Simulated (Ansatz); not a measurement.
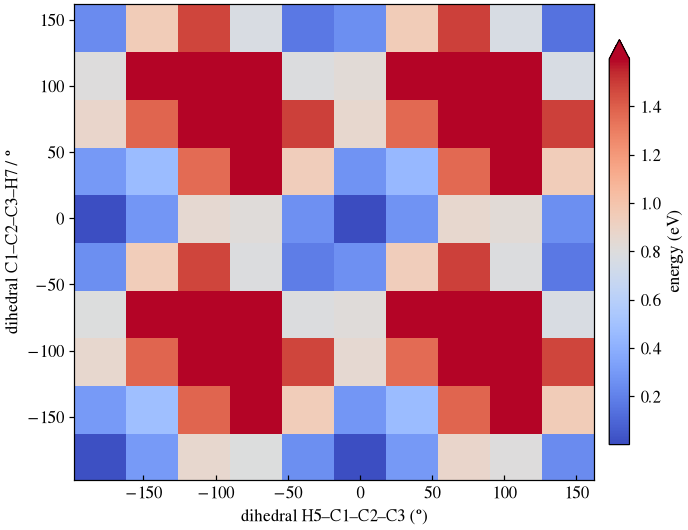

Energy landscape of C₃H₄F, SMILES C=C([CH2-])F, charge −1. The first coordinate is: dihedral H5–C1–C2–C3; the second: dihedral C1–C2–C3–H7. Nothing is relaxed (all other coordinates rigid). The grid has 10 × 10 points. Points are written as (first, second). Energies are in eV, from the relaxed molecule at the same level. Energies and slopes of some neighbouring points disagree (a jump in structure or state, or too coarse a mesh). Theory: RKS PBE0-D4/def2-SVPD in Ansatz.

In the figure: one coloured cell a grid point, one colour for all values above the top of the scale. 

> Summarise what can be read from the map.

The lowest grid point is at (0°, 0°), 0.00 eV from the relaxed molecule at the same level. Other grid points that lie below all their neighbours: (0°, −180°) (0.010 eV higher); (−180°, 0°) (0.010 eV higher); (−180°, −180°) (0.014 eV higher). The highest grid point, (−108°, −72°), lies 3.13 eV above the lowest.

Each point was launched as `ansatz run input.yaml --threads 1 --pin off --max-ram 2560MiB --backend cpu --events-out ev --progress --plain --runs-dir out`. The whole map (100 points run) took 10 min on 1 thread of Intel(R) Xeon(R) Platinum 8259CL CPU @ 2.50GHz (Skylake/Cascade Lake) (shared host).
